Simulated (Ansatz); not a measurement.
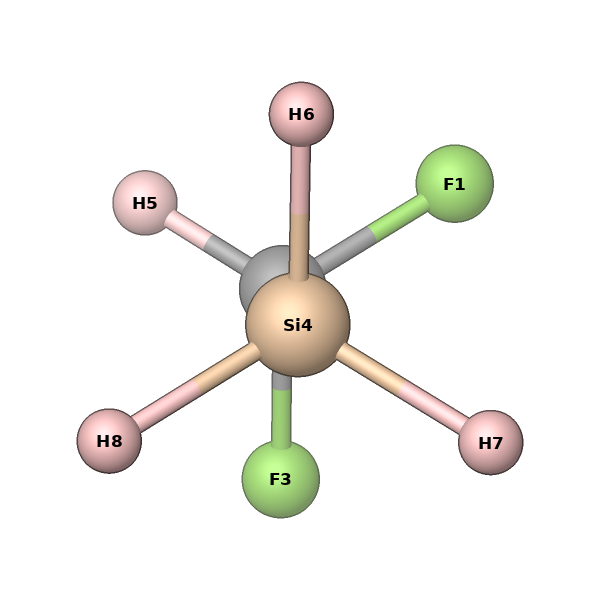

C2 lies behind Si4. The molecule seen nearly along the Si4–C2 bond, Si4 in front. Atoms fade into the background with distance from the viewer. Computed geometry: PBE0-D4/def2-TZVP optimisation.

What is the torsion angle H6–Si4–C2–F1? The sign is positive where the front bond must turn clockwise to cover the back bond.

61°, synclinal (gauche). The bonds about Si4–C2 are staggered.
